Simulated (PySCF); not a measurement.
**C3H6BF3Si (SMILES FC/C=C(\[SiH3])B(F)F): density, localisation and related maps**

```xyz
14

F    -2.9531   -0.2107    1.1063
C    -1.9025    0.1977    0.3260
C    -0.6387   -0.4768    0.7336
C     0.5554   -0.2785    0.1572
Si    0.7769    0.9226   -1.2914
B     1.7760   -1.0568    0.6978
F     1.7071   -1.9137    1.7023
F     2.9931   -0.9282    0.1974
H    -1.8286    1.2870    0.4345
H    -2.1659   -0.0378   -0.7128
H    -0.7514   -1.1676    1.5619
H     0.3533    2.2512   -0.8340
H     2.1703    0.9455   -1.7191
H    -0.0926    0.4657   -2.3818
```

Geometry: GFN2-xTB.

Level of theory: PySCF, B3LYP/def2-SVPD, SCF density, gas phase.

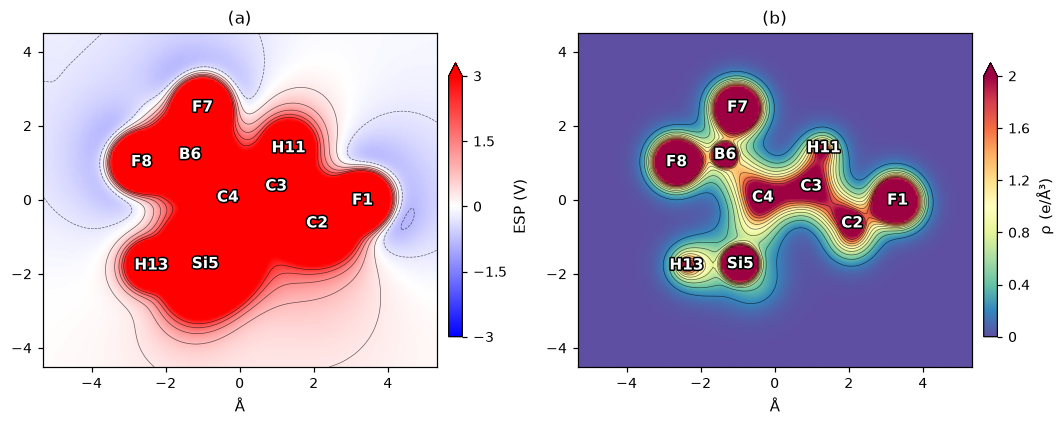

Figure 1. (a) molecular electrostatic potential; (b) electron density on the plane of atoms C4, Si5 and H13.

What do the fields say about this system?

- The plane passes through F, C, Si, B and H nuclei.
- B–F (1.32 Å): ρ is about 2.2 e/Å³ halfway.
- C–C (1.34 Å): ρ at the midpoint is about 2.3 e/Å³.
- C–F (1.37 Å): the density is about 2.1 e/Å³ at the midpoint, with its minimum of 1.6 e/Å³ about 0.5 Å from C.
- C–B (1.55 Å): ρ at the midpoint is about 1.5 e/Å³.
- C–Si (1.89 Å): ρ at the midpoint is about 0.92 e/Å³.
- Outside the dense part of the molecule the potential is most negative (−0.9 V) near F1.

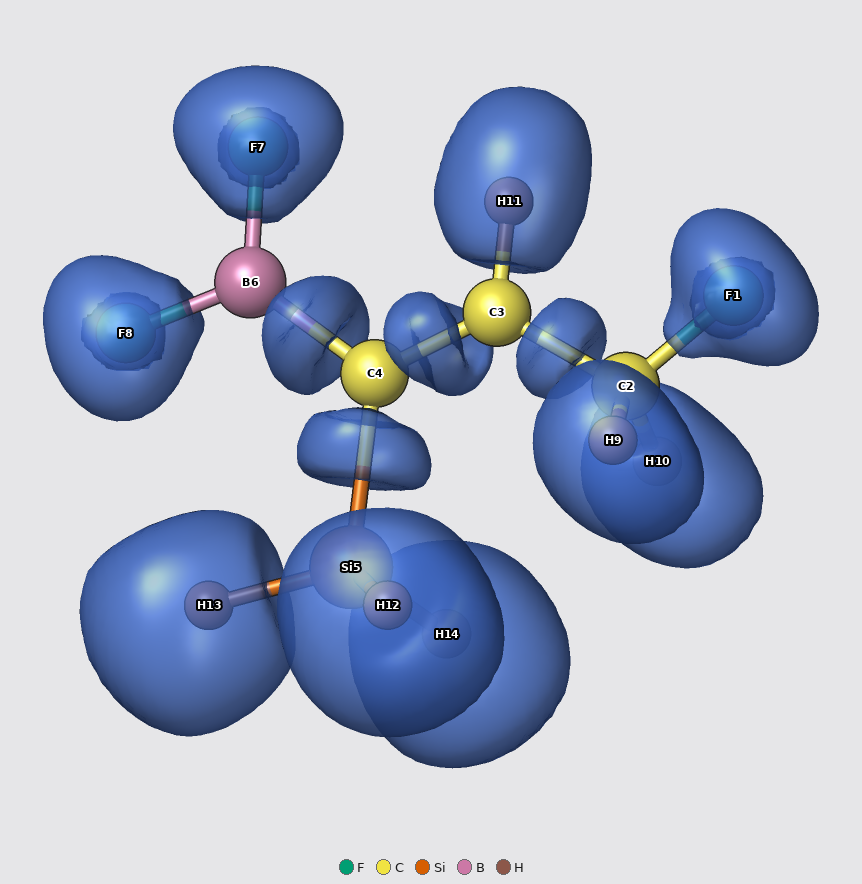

Figure 2. Isosurface of the ELF at 0.75 (blue), seen at a tilt. Core shells and regions of very low density are left out.

Identify the bonds, lone pairs and shells in this picture.

The surface consists of one region between bonded B–C atoms (shared pairs), two regions between bonded C–C atoms (shared pairs), one region between bonded C–Si atoms (shared pairs), six regions around hydrogen nuclei and three regions on F in which the atom's valence shell and bonds are merged. Along the contacts the grid gives the following. B–F (1.32 Å): the ELF peaks at about 0.85 between the atoms; a shared but strongly polarised pair. C–C (1.34 Å): the ELF peaks at about 0.95 between the atoms (a multiple bond).

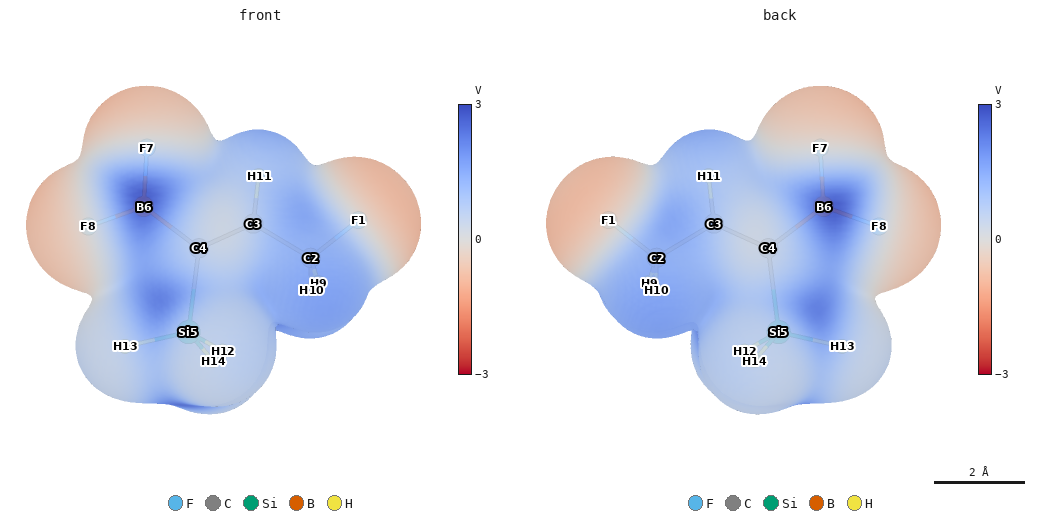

Figure 3. The electrostatic potential painted on the density surface at 0.004 e/bohr³, seen from the front and from behind; red is negative and blue positive.

Describe the electrostatic potential map.

The most negative region (about −0.8 V) lies over F1, F7 and F8, the most positive (about +2.6 V) over B6.

What dipole moment does the calculation give?

Its dipole moment is 1.94 D.
